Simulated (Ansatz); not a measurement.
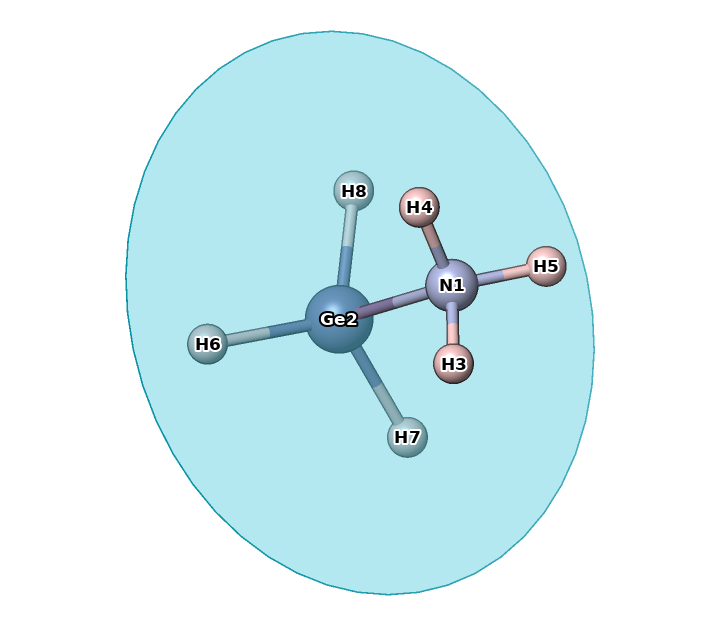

A disc through the centre of mass is drawn in. Atoms fade into the background with distance from the viewer. Charge +1, singlet. Computed geometry: PBE0-D4/def2-TZVP optimisation. No frequency run is at hand to confirm it as a minimum.

Is the plane of the disc a mirror plane of the structure?

Answer. No. The point group is C3v, with 1 C3 axis and 3 mirror planes, and this plane isn't one of its mirror planes.
